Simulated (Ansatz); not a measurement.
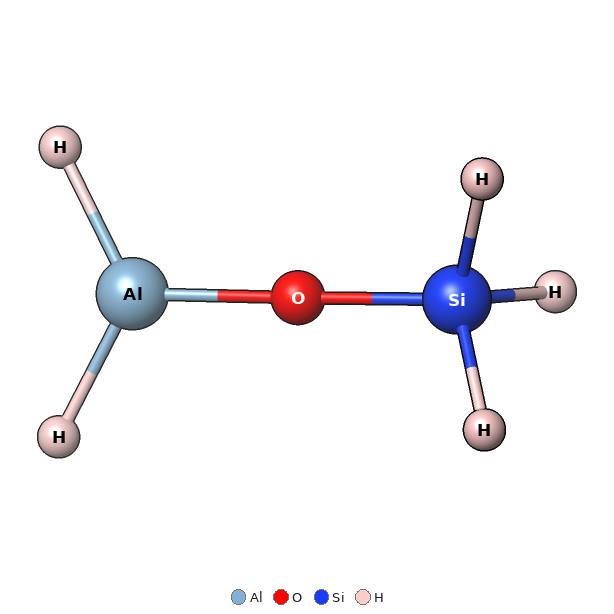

Rendered structure (ball-and-stick style).

The computed structure is the end point of a PBE0-D4/def2-TZVP optimisation.

### Count the atoms of each element.

AlH5OSi, 8 atoms: 1 aluminium, 5 hydrogen, 1 oxygen and 1 silicon.

### Name some functional groups or characteristic bonds that it holds.

Among them: Si–H bond, Si–O bond.

### Give a SMILES string for it.

[AlH2][O][SiH3]

### How many sets of symmetry-equivalent atoms are there?

8: 1 Al, 1 O, 1 Si, 1 H, 1 H, 1 H, 1 H, 1 H.

### How many bonds of each kind are drawn?

3 Si–H, 2 Al–H, 1 Al–O, 1 O–Si.
